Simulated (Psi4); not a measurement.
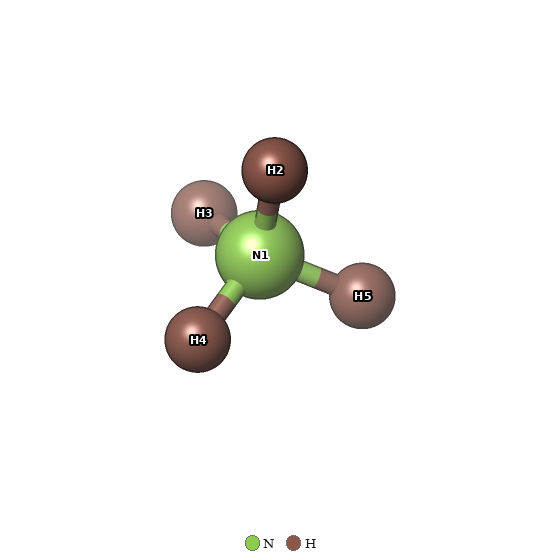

The molecule: NH₄⁺, SMILES [NH4+].

Unscaled harmonic wavenumbers and double-harmonic intensities, BP86/def2-SVP with Psi4 1.11, at a geometry relaxed at this level, isolated molecule. Modes within 2 cm⁻¹ of each other count as one line, with their intensities summed. Lorentzian lines of 8 cm⁻¹ full width. Close modes add up in the curve.

**Which lines are the most intense, and is the structure a minimum?**

The most intense lines lie at 3403.2 cm⁻¹ (623.8 km/mol) and 1392.2 cm⁻¹ (453.1 km/mol). It has no imaginary mode, so it is a minimum.

| cm⁻¹ | km/mol |
| --- | --- |
| 1392.2 (×3) | 453.1 |
| 1637.5 (×2) | 0.0 |
| 3274.4 | 0.0 |
| 3403.2 (×3) | 623.8 |

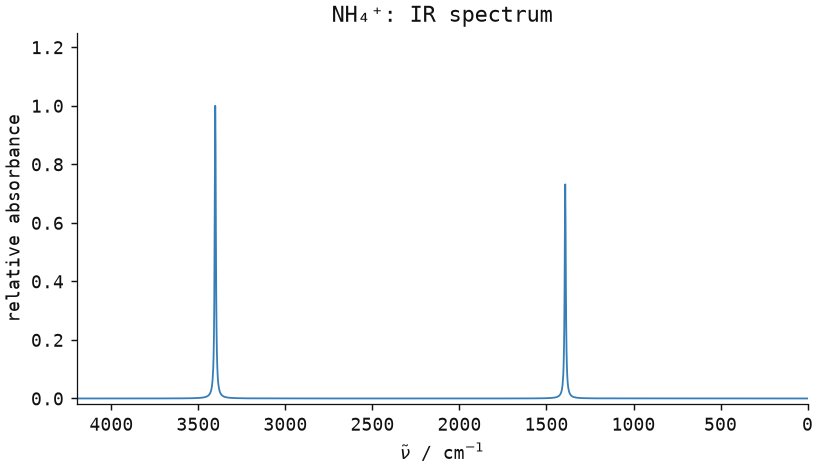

Caveats: double-zeta basis.
